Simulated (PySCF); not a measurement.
Vertical excitations of a molecule C3F5, multiplicity 2 from TDA-LC-ωPBE/def2-SVPD run with PySCF, as energy in eV (oscillator strength): 2.55 (0.001), 4.42 (0.001), 6.19 (0.006), 6.90 (0.000), 7.32 (0.012), 7.50 (0.025), 7.87 (0.009), 8.34 (0.360), 8.78 (0.148), 8.89 (0.004). Geometry: PBE-D3(BJ)/def2-SVP. Other conformers were not sampled.

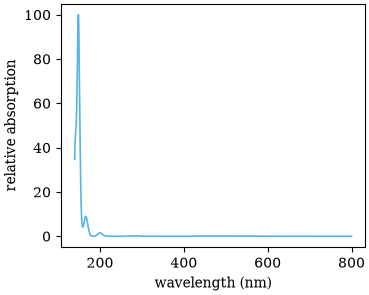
Fig. 1. The lines broadened by 0.4 eV.

Which molecule gave these data?
A. FC(F)=[C]C(F)(F)F
B. F[C](F)C(F)=C(F)F
C. F[C]=C(F)C(F)(F)F

C, F[C]=C(F)C(F)(F)F
